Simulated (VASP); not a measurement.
Band structure of SiNi6Ge (space group P4/mmm). All values below come from PBEsol GGA, VASP's PBE PAW potentials (set 64) (plane waves; VASP).

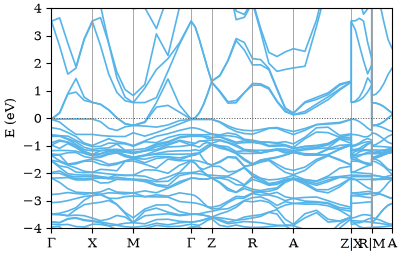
*Bands along high-symmetry lines, zero at the valence-band maximum or, without a gap, the Fermi level*

Task: Read the plot: is there a gap, and where are the band edges?

Result: It has no gap at this level: it comes out as a metal or semimetal.

The structure comes from a computed database's SiNi6Ge entry (P4/mmm); how it stands against other phases isn't given here. The cell was not relaxed at this level. The run is not spin-polarised, so no magnetic state was tried.
